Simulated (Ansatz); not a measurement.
# SiOF (quartet): the correlation ladder, cc-pVDZ

Aim: climb from Hartree-Fock through coupled cluster for SiOF (quartet) at one geometry and basis, and see what each rung misses.

Method: cc-pVDZ, core rule «outside noble gas», up to 7 orbitals frozen; program: Ansatz 0.2.0, Gaussian basis.

The runs, in order: UHF; CCSD(T) on ROHF; CCSD(T) on UHF; BCCD(T) on ROHF; CISD; CCSDT(Q) on ROHF; CCSDT(Q) on UHF.

23 further runs of the same task are left out: 4 for a known fault of the program, 8 that didn't finish, 11 set aside as unsound or not needed.

**1. The geometry**

The geometry is a PBE0/def2-TZVP stationary point (not a proven minimum) of the parent state, kept for this charge and spin.

3 atoms, charge 0, spin multiplicity 4.

Atoms are counted from 1 here; the program's logs count them from 0.

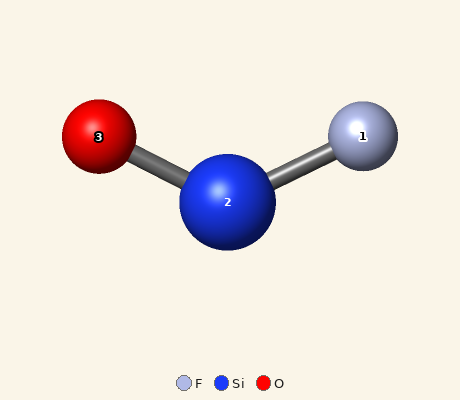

The structure; fluorine light blue, silicon blue, oxygen red; atoms are numbered from 1 in the order of the file.

Geometry (Å):

| atom | x (Å) | y (Å) | z (Å) |
| --- | --- | --- | --- |
| F1 | 0.0000 | -0.2796 | 1.3465 |
| Si2 | 0.0000 | 0.3829 | -0.0952 |
| O3 | 0.0000 | -0.3401 | -1.4318 |

**2. UHF**

Contents of in.yaml:

```yaml
crystal:
  periodic: [false, false, false]
  atoms:
    - {symbol: F, position_ang: [0.000000, -0.279589, 1.346482]}
    - {symbol: Si, position_ang: [0.000000, 0.382864, -0.095161]}
    - {symbol: O, position_ang: [0.000000, -0.340087, -1.431827]}
basis:
  gaussian: {orbitals: cc-pVDZ}
magnetization: {spin_polarized: true, initial_magnetization: 3}
hamiltonian: {xc: hf}
output: {orbitals: {seedname: orbitals}}
```

Command:

```console
$ ansatz run in.yaml --threads 1 --pin off --events-out ev --progress --plain --max-ram 2393MiB
```

After this run come: CCSD(T) on ROHF; CCSD(T) on UHF; BCCD(T) on ROHF; CISD; CCSDT(Q) on ROHF; CCSDT(Q) on UHF.

**Question.** What will the summary of the whole plan be? Wanted: UCCSDT(Q) below the RHF energy; RMP2 from UCCSDT(Q); UMP2 from UCCSDT(Q); RCCSD from UCCSDT(Q); RCCSD(T) from UCCSDT(Q); UCCSD(T) from UCCSDT(Q); RCCSDT(Q) from UCCSDT(Q); T1 diagnostic.

As calculated:

| quantity | value |
| --- | --- |
| UCCSDT(Q) below the RHF energy | -11.0574 eV |
| RMP2 from UCCSDT(Q) | +72.1 kJ/mol |
| UMP2 from UCCSDT(Q) | +72.0 kJ/mol |
| RCCSD from UCCSDT(Q) | +23.6 kJ/mol |
| RCCSD(T) from UCCSDT(Q) | +4.7 kJ/mol |
| UCCSD(T) from UCCSDT(Q) | +4.6 kJ/mol |
| RCCSDT(Q) from UCCSDT(Q) | +0.4 kJ/mol |
| levels within 1 kcal/mol (43 meV) | RCCSDT, UCCSDT, RCCSDT(Q) |
| T1 diagnostic | 0.020 |

RCCSD(T) misses by +4.7 kJ/mol, 0.4 % of the correlation energy. These misses are within one basis, not against nature; the frozen cores of restricted and unrestricted runs differ, which can shift their rows.
